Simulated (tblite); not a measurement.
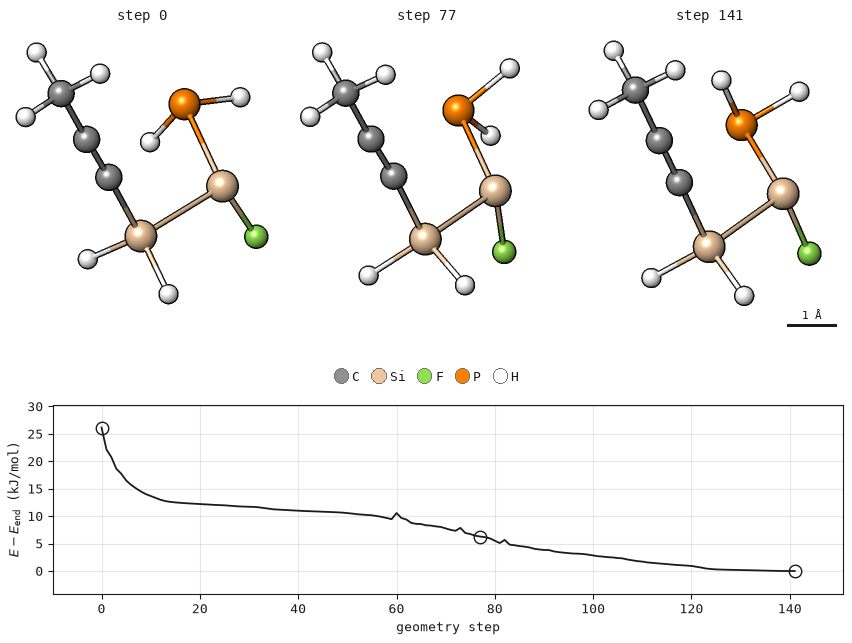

Frames of a relaxation of C3H7FPSi2 (multiplicity 2), marked on the history of the run. Style: ball-and-stick. Shown from a free direction.

All numbers below come from tblite, GFN2-xTB geometry optimisation, gas phase. 

### What happens along the run?

The largest move after the best rigid fit is that of an H atom, 2.26 Å. Largest moves by element: H 2.26 Å, P 0.65 Å, F 0.47 Å, C 0.30 Å, Si 0.26 Å. Among the contacts that change: F–Si 1.603 → 1.645 Å, H–P 1.418 → 1.385 Å, H–Si 1.500 → 1.469 Å, P–Si 2.231 → 2.253 Å. Bond angles that change, for instance: Si–Si–F 111.0° → 102.4°, Si–Si–H 111.0° → 119.0°, F–Si–P 106.8° → 101.1°. Groups turn about P–Si by about 135°. Over 141 geometry steps the energy falls by 26.2 kJ/mol. From step 0 to 77: an H atom moves most (1.27 Å), energy −19.9 kJ/mol. From step 77 to 141: an H atom moves most (1.59 Å), energy −6.29 kJ/mol.

```csv
step,"E − E(0), kJ/mol"
0,0.00
1,-4.01
2,-5.40
3,-7.50
4,-8.41
5,-9.64
6,-10.44
7,-11.08
8,-11.65
9,-12.13
10,-12.48
17,-13.79
24,-14.13
31,-14.47
38,-15.04
44,-15.31
51,-15.68
58,-16.48
65,-17.60
72,-18.82
79,-20.19
86,-21.70
93,-22.72
100,-23.31
107,-24.06
113,-24.76
120,-25.23
127,-25.92
134,-26.06
141,-26.16
```
